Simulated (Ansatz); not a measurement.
Input file:

```
crystal:
  periodic: [false, false, false]
  atoms:
    - {symbol: P, position_ang: [-0.000000, 0.000000, 0.940842]}
    - {symbol: P, position_ang: [0.000000, -0.000000, -0.940842]}
basis:
  gaussian: {orbitals: def2-TZVPP}
hamiltonian: {xc: pbe0, dispersion: d4}
output: {orbitals: {seedname: orbitals}}
```

Command:

```sh
ansatz run in.yaml --threads 2 --pin off --events-out ev --progress --plain --max-ram 32768MiB --backend cpu
```

Geometry: PBE0-D4/def2-TZVP.

The calculation used RKS PBE0-D4/def2-TZVPP in Ansatz 0.2.0.

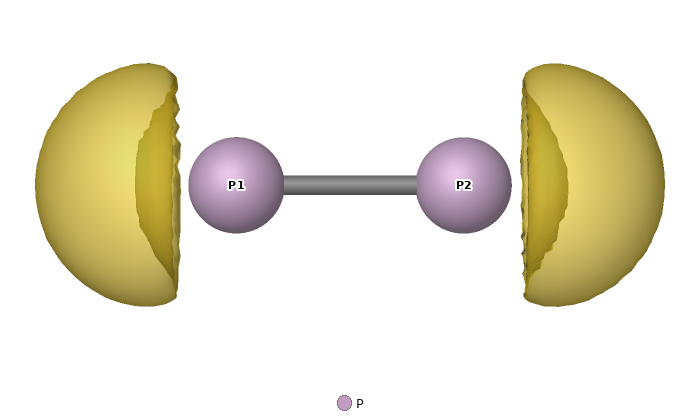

P₂. Isosurface of the ELF at 0.9 (yellow), seen from one side. Only the valence region is drawn (cores and ρ < 0.01 e/Å³ removed).

Describe the localisation domains.

Answer. The ELF exceeds this value in two lobes on P, pointing away from the bonds (lone pairs). Profiles from the grid: P–P (1.88 Å): the ELF peaks at about 0.85 between the atoms; a covalent bond.
